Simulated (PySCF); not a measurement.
| atom | x (Å) | y (Å) | z (Å) |
| --- | --- | --- | --- |
| Al | 0.0000 | 0.0000 | -1.2319 |
| Si | 0.0000 | 0.0000 | 1.1881 |

Level of theory: PBE0/def2-TZVPP, non-relativistic Hamiltonian with scalar-relativistic core potentials where named, at a bond length of 2.420 Å (PySCF).

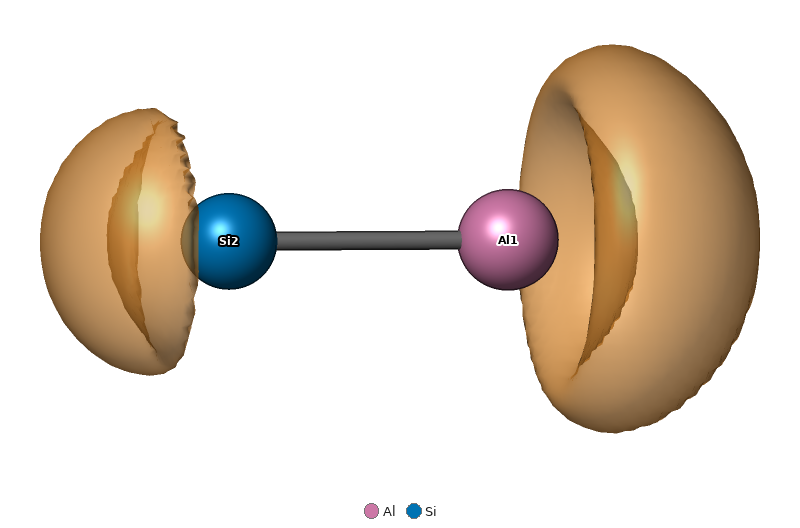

AlSi (quartet). Isosurface of the electron localisation function at 0.9 (orange), seen from one side. Core shells and regions of very low density are left out.

**Describe the localisation domains.**

At this value the surface marks out one lobe on Al, pointing away from the bonds (non-bonding electrons) and one lobe on Si, pointing away from the bonds (non-bonding electrons). Profiles from the grid: Al–Si (2.42 Å): the ELF peaks at about 0.85 in the valence shell of Si, 1.1 Å from its nucleus, and is about 0.85 at the midpoint.
